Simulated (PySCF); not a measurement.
**C6H15In (InEt3): density, localisation and related maps**

```csv
atom,x (Å),y (Å),z (Å)
In,-0.4843,-0.0669,-0.2481
C,1.6970,-0.0285,-0.4889
C,2.4374,0.2409,0.8186
H,1.9321,0.7576,-1.2264
H,2.0241,-0.9833,-0.9311
H,3.5315,0.2915,0.6750
H,2.1363,1.1976,1.2770
H,2.2571,-0.5455,1.5702
C,-1.5021,1.8369,0.1180
C,-0.6263,3.0728,-0.0480
H,-1.9219,1.7862,1.1381
H,-2.3789,1.8796,-0.5514
H,-1.1787,4.0087,0.1482
H,0.2367,3.0611,0.6375
H,-0.2145,3.1546,-1.0672
C,-1.5725,-1.9653,-0.3207
C,-0.6969,-3.2050,-0.1877
H,-2.1194,-1.9735,-1.2805
H,-2.3503,-1.9386,0.4608
H,-1.2745,-4.1405,-0.2929
H,0.0988,-3.2337,-0.9499
H,-0.1947,-3.2519,0.7925
```

Geometry: PBE0-D3(BJ)/def2-SVP; core potentials replace the inner electrons of In.

The calculation used CAM-B3LYP/def2-SVPD, SCF density, gas phase, scalar-relativistic core potentials on the heavy atoms (PySCF 2.14.0).

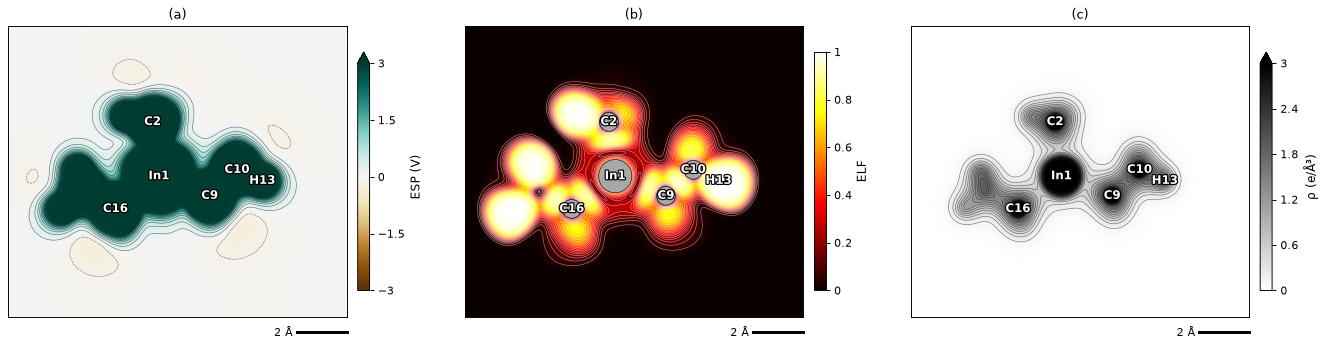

Figure 1. (a) electrostatic potential; (b) ELF; (c) electron density on the plane of atoms C2, In1 and C16. Grey discs cover the atomic cores in the ELF map.

> Describe what can be read from this map.

The section cuts through In, C and H sites. C–C (1.52 Å): the density is about 1.6 e/Å³ at the midpoint; the ELF peaks at about 0.95 between the atoms, as expected for a covalent bond. C–In (2.19 Å): ρ is about 0.62 e/Å³ halfway; the ELF peaks at about 0.90 in the valence shell of C, 0.7 Å from its nucleus, and drops to about 0.15 between the two atoms. C–H (1.10 Å): the density is about 1.9 e/Å³ at the midpoint; the ELF climbs to about 1 towards the hydrogen, as it does in any bond to H; an ordinary covalent bond to hydrogen. The potential has no marked negative region in this plane.

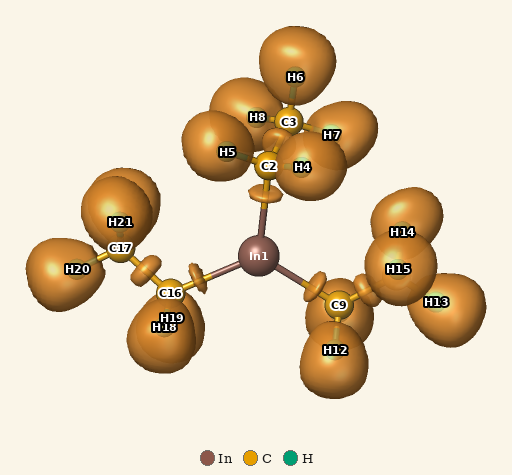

Figure 2. Isosurface of the ELF at 0.85 (orange), seen across its widest extent. Only the valence region is drawn (cores and ρ < 0.01 e/Å³ removed).

> What do the ELF domains correspond to?

The ELF exceeds this value in three regions between bonded C–C atoms (shared pairs), 15 regions around hydrogen nuclei and three lobes of the valence shell of C pointing towards In (polar bonds).

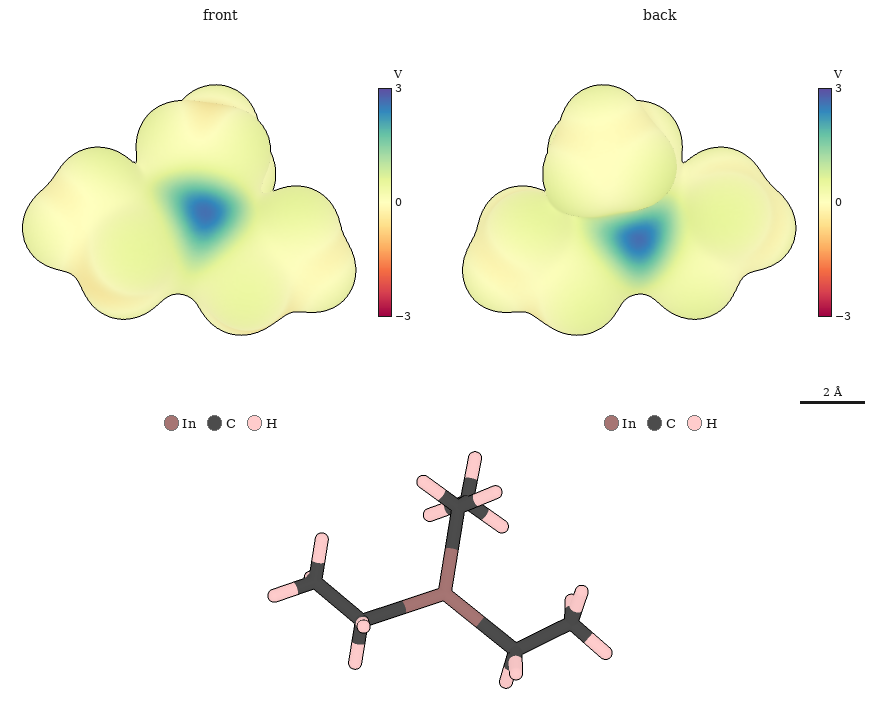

Figure 3. The molecular electrostatic potential painted on the density surface at 0.002 e/bohr³, seen from the front and from behind; red is negative and blue positive. The bare structure is drawn below in the same view.

> Where is the surface potential most negative and most positive?

The most negative region (about −0.3 V) lies over C2, C9 and C16, the most positive (about +2.5 V) over In1.
